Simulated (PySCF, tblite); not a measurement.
# C₄H₈F₃O₂+: a rotation path, then NMR shifts on frames, part 2 of 2

tblite 0.8.0 and PySCF 2.14.0. Atoms count from 0.

### 5 Shielding tensors: image 2, PBE0/pcSseg-1

What the job is given:

```
{"job": {"kind": "nmr", "xc": "PBE0", "basis": "pcSseg-1", "pop": false}, "charge": 1, "multiplicity": 1}
C     -1.430200     1.206900     0.411000
O     -1.037500    -0.192800     0.507200
C     -1.517900    -0.958700    -0.636100
C      0.365900    -0.357800     0.716000
O      1.032300     0.144000    -0.423500
C      2.387700     0.075400    -0.399600
F      2.803100    -1.180800    -0.263900
F      2.883200     0.762100     0.626200
F      2.844900     0.567900    -1.520000
H     -2.518200     1.240200     0.389800
H     -1.077400     1.726400     1.301800
H     -1.017600     1.674900    -0.483600
H     -1.277300    -2.008300    -0.468700
H     -1.061700    -0.612600    -1.563900
H     -2.600300    -0.845300    -0.679900
H      0.647600     0.201000     1.621100
H      0.566700    -1.430500     0.856300
```

With the program's defaults for keys left out, this is: GIAO PBE0/pcSseg-1 NMR shielding, non-relativistic, gas phase.

Output:

```text
coarse grid: 14736 points
cycle   1  E = -605.9401321779  dE =  1.849e+00  |g| = 1.048e+00  |ddm| = 3.370e+00
cycle   2  E = -605.8071370107  dE =  1.330e-01  |g| = 1.449e+00  |ddm| = 1.149e+00
cycle   3  E = -606.1285310905  dE = -3.214e-01  |g| = 6.866e-02  |ddm| = 6.396e-01
cycle   4  E = -606.1290727948  dE = -5.417e-04  |g| = 3.412e-02  |ddm| = 4.902e-02
cycle   5  E = -606.1292487628  dE = -1.760e-04  |g| = 1.033e-02  |ddm| = 2.024e-02
cycle   6  E = -606.1292650515  dE = -1.629e-05  |g| = 2.391e-03  |ddm| = 6.247e-03
cycle   7  E = -606.1292660874  dE = -1.036e-06  |g| = 5.783e-04  |ddm| = 1.769e-03
final grid: 145040 points
cycle   8  E = -606.2217017927  dE = -4.418e-05  |g| = 1.475e-02  |ddm| = 2.245e-02
cycle   9  E = -606.2216691459  dE =  3.265e-05  |g| = 2.055e-02  |ddm| = 1.564e-02
cycle  10  E = -606.2217391929  dE = -7.005e-05  |g| = 1.493e-03  |ddm| = 9.247e-03
cycle  11  E = -606.2217396715  dE = -4.786e-07  |g| = 2.237e-04  |ddm| = 1.048e-03
cycle  12  E = -606.2217396773  dE = -5.731e-09  |g| = 1.238e-04  |ddm| = 1.702e-04
cycle  13  E = -606.2217396797  dE = -2.389e-09  |g| = 2.636e-05  |ddm| = 7.097e-05
cycle  14  E = -606.2217396798  dE = -1.094e-10  |g| = 7.624e-06  |ddm| = 1.609e-05
converged SCF energy = -606.2217396798

GIAO shielding tensors (ppm)
atom      isotropic    diamagn.    paramagn.     s11        s22        s33       span
  0 C      109.069     250.042    -140.973     60.649     79.978    186.580    125.932
  1 O      284.291     398.704    -114.413    253.522    272.241    327.109     73.587
  2 C      109.470     250.222    -140.751     61.704     80.084    186.623    124.919
  3 C       80.902     247.959    -167.056     63.781     66.938    111.988     48.206
  4 O      209.511     406.101    -196.591    146.653    169.904    311.975    165.321
  5 C       58.958     238.160    -179.201     55.087     60.411     61.377      6.290
  6 F      246.299     470.650    -224.351    168.961    221.714    348.223    179.262
  7 F      246.423     470.688    -224.266    168.769    221.843    348.657    179.888
  8 F      245.920     467.486    -221.566    190.121    206.673    340.966    150.845
  9 H       26.883      28.179      -1.296     23.185     24.278     33.184      9.999
 10 H       27.046      29.073      -2.027     23.253     24.400     33.484     10.231
 11 H       26.562      30.746      -4.184     22.559     25.296     31.832      9.273
 12 H       27.050      29.055      -2.004     23.270     24.339     33.543     10.273
 13 H       26.511      30.830      -4.319     22.372     25.466     31.694      9.321
 14 H       26.915      28.240      -1.326     23.223     24.352     33.168      9.945
 15 H       25.725      30.625      -4.900     21.049     27.382     28.745      7.696
 16 H       25.723      30.607      -4.884     21.031     27.343     28.794      7.763
```

Run time: 27 s. Hardware: 1 thread of Intel Xeon Platinum 8488C, shared host; peak memory 0.91 GiB.

This run: δ C5 128.0, C3 106.0, C0 77.9, C2 77.5, H16 5.99, H15 5.99 ppm.

### 6 NMR shieldings: image 5, PBE0/pcSseg-1

What the job is given:

```
{"job": {"kind": "nmr", "xc": "PBE0", "basis": "pcSseg-1", "pop": false}, "charge": 1, "multiplicity": 1}
C     -1.546500     1.199700     0.405900
O     -1.023300    -0.153600     0.533700
C     -1.343200    -0.960100    -0.636500
C      0.378500    -0.167900     0.833100
O      1.065700     0.406800    -0.253400
C      2.333400    -0.031000    -0.465100
F      2.350400    -1.350000    -0.672700
F      3.105700     0.204100     0.586900
F      2.812200     0.577000    -1.516600
H     -2.628500     1.125600     0.311400
H     -1.306600     1.749100     1.315800
H     -1.120700     1.709000    -0.459400
H     -1.004600    -1.979800    -0.451800
H     -0.866100    -0.563000    -1.533300
H     -2.425700    -0.960700    -0.755300
H      0.534500     0.419400     1.749300
H      0.677900    -1.212700     0.998000
```

With the program's defaults for keys left out, this is: GIAO PBE0/pcSseg-1 NMR shielding, non-relativistic, gas phase.

Output:

```text
coarse grid: 14736 points
cycle   1  E = -605.9401624393  dE =  1.849e+00  |g| = 1.048e+00  |ddm| = 3.372e+00
cycle   2  E = -605.8064566537  dE =  1.337e-01  |g| = 1.451e+00  |ddm| = 1.155e+00
cycle   3  E = -606.1283624444  dE = -3.219e-01  |g| = 6.901e-02  |ddm| = 6.429e-01
cycle   4  E = -606.1289092606  dE = -5.468e-04  |g| = 3.392e-02  |ddm| = 4.876e-02
cycle   5  E = -606.1290821739  dE = -1.729e-04  |g| = 1.032e-02  |ddm| = 1.985e-02
cycle   6  E = -606.1290985998  dE = -1.643e-05  |g| = 2.332e-03  |ddm| = 6.113e-03
cycle   7  E = -606.1290995844  dE = -9.846e-07  |g| = 5.385e-04  |ddm| = 1.722e-03
final grid: 145040 points
cycle   8  E = -606.2225557887  dE = -4.657e-05  |g| = 1.510e-02  |ddm| = 2.399e-02
cycle   9  E = -606.2225208120  dE =  3.498e-05  |g| = 2.114e-02  |ddm| = 1.604e-02
cycle  10  E = -606.2225948605  dE = -7.405e-05  |g| = 1.503e-03  |ddm| = 9.495e-03
cycle  11  E = -606.2225953427  dE = -4.822e-07  |g| = 2.403e-04  |ddm| = 1.057e-03
cycle  12  E = -606.2225953494  dE = -6.738e-09  |g| = 1.317e-04  |ddm| = 1.828e-04
cycle  13  E = -606.2225953522  dE = -2.763e-09  |g| = 2.750e-05  |ddm| = 7.645e-05
cycle  14  E = -606.2225953523  dE = -1.173e-10  |g| = 8.126e-06  |ddm| = 1.670e-05
converged SCF energy = -606.2225953523

GIAO shielding tensors (ppm)
atom      isotropic    diamagn.    paramagn.     s11        s22        s33       span
  0 C      109.345     249.686    -140.341     61.139     80.157    186.738    125.599
  1 O      281.281     398.736    -117.455    251.177    266.991    325.675     74.498
  2 C      110.898     250.975    -140.077     63.537     82.892    186.265    122.728
  3 C       81.253     248.193    -166.940     63.524     65.743    114.494     50.970
  4 O      205.130     405.043    -199.913    147.544    168.552    299.294    151.750
  5 C       58.391     238.708    -180.317     54.365     59.075     61.734      7.369
  6 F      251.014     472.695    -221.681    166.796    227.191    359.056    192.261
  7 F      238.455     469.488    -231.033    172.234    201.039    342.092    169.858
  8 F      247.903     467.401    -219.498    194.486    209.817    339.405    144.919
  9 H       26.912      28.003      -1.091     23.199     24.213     33.324     10.125
 10 H       27.045      28.685      -1.641     23.342     24.128     33.663     10.321
 11 H       26.639      30.460      -3.821     22.620     25.170     32.126      9.506
 12 H       27.142      29.562      -2.421     23.179     24.847     33.399     10.220
 13 H       26.609      31.379      -4.770     22.518     25.868     31.442      8.924
 14 H       26.959      28.615      -1.656     23.198     24.525     33.156      9.959
 15 H       25.723      30.102      -4.379     20.916     26.564     29.688      8.772
 16 H       25.713      30.940      -5.227     21.251     27.579     28.309      7.058
```

It took 26 s on 1 thread of Intel Xeon Platinum 8488C, shared host; peak memory 0.91 GiB.

This run: δ C5 128.5, C3 105.7, C0 77.6, C2 76.0, H16 6.00, H15 5.99 ppm.

### 7 Shielding tensors: image 8, PBE0/pcSseg-1

What the job is given:

```
{"job": {"kind": "nmr", "xc": "PBE0", "basis": "pcSseg-1", "pop": false}, "charge": 1, "multiplicity": 1}
C     -1.571900     1.185800     0.352800
O     -0.976500    -0.126800     0.552900
C     -1.176200    -0.981200    -0.607700
C      0.403300    -0.031300     0.979000
O      1.171500     0.605700     0.001000
C      2.216500    -0.083500    -0.531300
F      1.794400    -1.233100    -1.077100
F      3.108300    -0.406600     0.391200
F      2.770300     0.649200    -1.457600
H     -2.620400     1.038600     0.097100
H     -1.507000     1.736000     1.290800
H     -1.060700     1.735900    -0.438400
H     -0.726900    -1.953900    -0.408400
H     -0.742300    -0.547300    -1.510100
H     -2.250700    -1.106700    -0.736500
H      0.406400     0.578300     1.892000
H      0.755000    -1.047100     1.200300
```

Method: GIAO PBE0/pcSseg-1 NMR shielding, non-relativistic, gas phase.

Output:

```text
coarse grid: 14736 points
cycle   1  E = -605.9432374664  dE =  1.842e+00  |g| = 1.049e+00  |ddm| = 3.378e+00
cycle   2  E = -605.8060363402  dE =  1.372e-01  |g| = 1.458e+00  |ddm| = 1.168e+00
cycle   3  E = -606.1314120244  dE = -3.254e-01  |g| = 7.102e-02  |ddm| = 6.523e-01
cycle   4  E = -606.1319716371  dE = -5.596e-04  |g| = 3.593e-02  |ddm| = 4.944e-02
cycle   5  E = -606.1321618769  dE = -1.902e-04  |g| = 1.121e-02  |ddm| = 2.039e-02
cycle   6  E = -606.1321814575  dE = -1.958e-05  |g| = 2.446e-03  |ddm| = 6.371e-03
cycle   7  E = -606.1321825084  dE = -1.051e-06  |g| = 6.404e-04  |ddm| = 1.708e-03
final grid: 145040 points
cycle   8  E = -606.2251582681  dE = -4.834e-05  |g| = 1.571e-02  |ddm| = 2.693e-02
cycle   9  E = -606.2251202148  dE =  3.805e-05  |g| = 2.204e-02  |ddm| = 1.668e-02
cycle  10  E = -606.2252006982  dE = -8.048e-05  |g| = 1.633e-03  |ddm| = 9.838e-03
cycle  11  E = -606.2252012595  dE = -5.612e-07  |g| = 2.750e-04  |ddm| = 1.145e-03
cycle  12  E = -606.2252012683  dE = -8.841e-09  |g| = 1.534e-04  |ddm| = 2.171e-04
cycle  13  E = -606.2252012722  dE = -3.895e-09  |g| = 2.983e-05  |ddm| = 8.949e-05
cycle  14  E = -606.2252012723  dE = -1.269e-10  |g| = 8.615e-06  |ddm| = 1.775e-05
converged SCF energy = -606.2252012723

GIAO shielding tensors (ppm)
atom      isotropic    diamagn.    paramagn.     s11        s22        s33       span
  0 C      111.064     249.736    -138.672     63.655     82.816    186.723    123.068
  1 O      274.993     399.312    -124.319    245.555    254.269    325.157     79.602
  2 C      110.735     251.333    -140.599     65.201     84.159    182.844    117.643
  3 C       81.552     248.014    -166.462     59.513     66.508    118.636     59.123
  4 O      194.460     402.207    -207.747    138.987    185.375    259.018    120.031
  5 C       57.244     239.326    -182.082     52.657     56.745     62.330      9.673
  6 F      242.391     475.685    -233.295    168.274    206.938    351.961    183.687
  7 F      238.830     468.559    -229.729    178.571    194.294    343.627    165.057
  8 F      248.909     467.109    -218.200    198.413    212.732    335.581    137.168
  9 H       27.031      28.195      -1.164     23.295     24.371     33.427     10.132
 10 H       27.140      28.484      -1.344     23.501     23.961     33.959     10.458
 11 H       26.693      30.470      -3.777     22.624     25.263     32.191      9.567
 12 H       27.110      30.098      -2.988     22.876     25.631     32.823      9.947
 13 H       26.878      31.816      -4.938     22.699     26.587     31.348      8.649
 14 H       26.958      28.936      -1.979     23.118     24.614     33.141     10.024
 15 H       25.767      29.493      -3.725     20.836     26.017     30.448      9.612
 16 H       25.701      30.713      -5.012     21.177     27.330     28.596      7.419
```

Wall time 27 s (1 thread of Intel Xeon Platinum 8488C, shared host); peak memory 0.91 GiB.

In short: δ C5 129.7, C3 105.4, C2 76.2, C0 75.9, H16 6.02, H15 5.95 ppm.

### 8 Run by run: NMR shifts

Shifts (ppm) of some atoms, chosen among heavy atoms and hydrogens apart, with basis size and wall time:

```csv
frame,H13,H9,O4,O1,F6,F8,F7,functions,time
image 0,5.19,4.82,128.4,53.2,-70.0,-75.7,-79.5,193,33 s
image 1,5.19,4.82,127.1,52.2,-72.4,-75.3,-78.1,193,26 s
image 2,5.21,4.83,126.6,51.8,-75.4,-75.0,-75.5,193,27 s
image 5,5.11,4.80,130.9,54.8,-80.1,-77.0,-67.5,193,26 s
image 8,4.84,4.69,141.6,61.1,-71.4,-78.0,-67.9,193,27 s
```

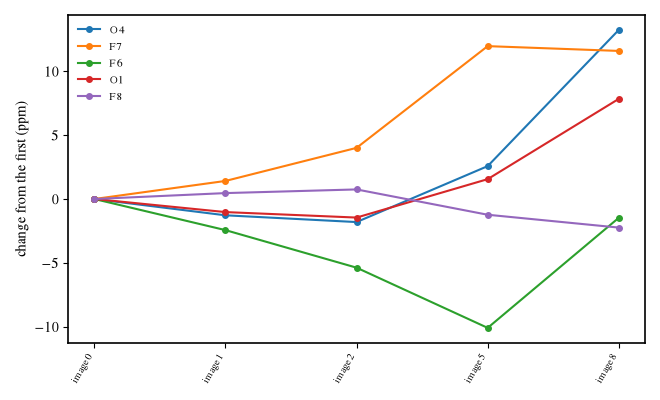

How five of the tabulated atoms move from run to run.

### 9 Results

This closing draws on all 2 parts.

```
                                         quantity                                               value
                         lowest and highest image                                 -0.036 and 0.003 eV
  13C shifts against TMS (PBE0/pcSseg-1, image 0)                        128.2, 105.7, 77.4, 77.2 ppm
   1H shifts against TMS (PBE0/pcSseg-1, image 0)  5.99, 5.99, 5.19, 5.12, 4.82, 4.77, 4.69, 4.61 ppm
  17O shifts against H2O (PBE0/pcSseg-1, image 0)                                     128.4, 53.2 ppm
19F shifts against CFCl3 (PBE0/pcSseg-1, image 0)                             -70.0, -75.7, -79.5 ppm
                         range of the shift of O4                                  126.6 to 141.6 ppm
```

In words: The band dips 0.8 kcal/mol below its start, so the start is not the lowest point of the turn; from the lowest image the climb to the highest is 0.9 kcal/mol (GFN2-xTB, rough). Shifts at one fixed geometry are not the observed spectrum, which averages over the motion. In the first frame run (image 0): The widest tensor belongs to F7: span 188 ppm, with a paramagnetic part of -221 ppm. At PBE0/pcSseg-1, counted by nearest atom on the grid, the HOMO lies on O4 62 %; H16 9 %, the LUMO on O1 18 %; C0, C2, C3 about 11 % each. Across the 5 runs the shift of O4 moves most, between 126.6 (image 2) and 141.6 ppm (image 8).
